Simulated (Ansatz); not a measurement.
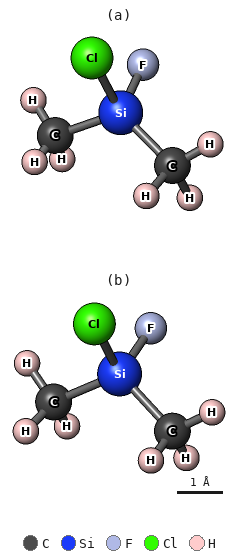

The structure of C₂H₆ClFSi before (top) and after (bottom) a relaxation, at one scale.

Style: ball-and-stick. Shown at a tilt.

The calculation used Ansatz 0.2.0, RKS r2SCAN/cc-pVDZ.

Input file:
```yaml
crystal:
  periodic: [false, false, false]
  atoms:
    - {symbol: C, position_ang: [-1.407962, 0.365290, 0.352910]}
    - {symbol: Si, position_ang: [0.145938, 0.271180, -0.372482]}
    - {symbol: C, position_ang: [1.435076, -0.703027, 0.383603]}
    - {symbol: F, position_ang: [-0.100253, 0.099373, -1.839994]}
    - {symbol: Cl, position_ang: [0.730539, 2.306559, -0.440901]}
    - {symbol: H, position_ang: [-1.475408, 0.507688, 1.198075]}
    - {symbol: H, position_ang: [-2.146792, 0.777815, -0.325308]}
    - {symbol: H, position_ang: [-2.055210, -0.712092, 0.240375]}
    - {symbol: H, position_ang: [1.541937, -0.313722, 1.516835]}
    - {symbol: H, position_ang: [2.278662, -0.699299, -0.217777]}
    - {symbol: H, position_ang: [1.009718, -1.985835, 0.365158]}
basis:
  gaussian: {orbitals: cc-pVDZ}
hamiltonian: {xc: {name: r2SCAN}}
relax: {f_tol: 0.001, max_steps: 3}
```

Launched with:
```bash
ansatz run in.yaml --threads 4 --pin off --events-out ev --progress --plain --max-ram 10444MiB
```

**Summarise the run.**

The relaxation stopped without meeting its thresholds, so the last structure isn't shown to be converged. The input was poor on purpose: steps. The largest moves after the best rigid fit, 0.22 Å, are those of F4 and H6. Largest moves by element: H 0.22 Å, F 0.22 Å, C 0.18 Å, Cl 0.11 Å, Si 0.09 Å. Near-neighbour distances that change, for instance: C3–H11 1.352 → 1.082 Å, C1–H6 0.860 → 1.093 Å, C1–H8 1.262 → 1.106 Å, C1–Si2 1.717 → 1.839 Å. Among the angles between lasting bonds that change: H7–C1–H8 85.4° → 107.7°, H6–C1–H7 119.9° → 109.1°, H9–C3–H10 118.3° → 108.3°. The energy falls by 389.2 kJ/mol in 2 geometry steps. Largest force component: 16 eV/Å at the start, 0.93 eV/Å at the end. Cost: 7 s on 4 threads of Arm Neoverse V2 (shared host).
